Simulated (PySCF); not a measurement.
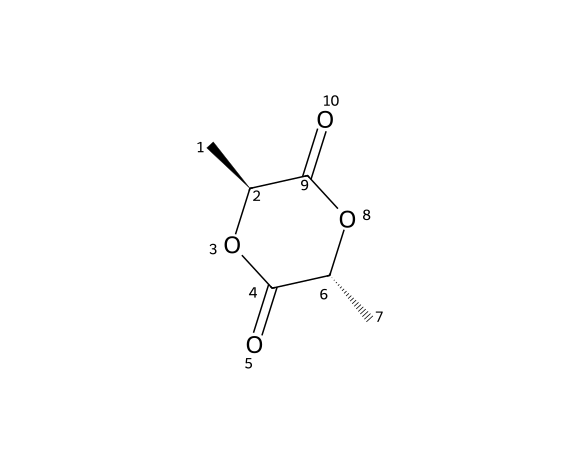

A structural formula, with wedges where it has stereocentres; small numbers name the atoms. The configuration is that of a computed structure (PBE0-D3(BJ)/def2-SVP).

Q: Assign CIP descriptors.

A: C2: S; C6: R.
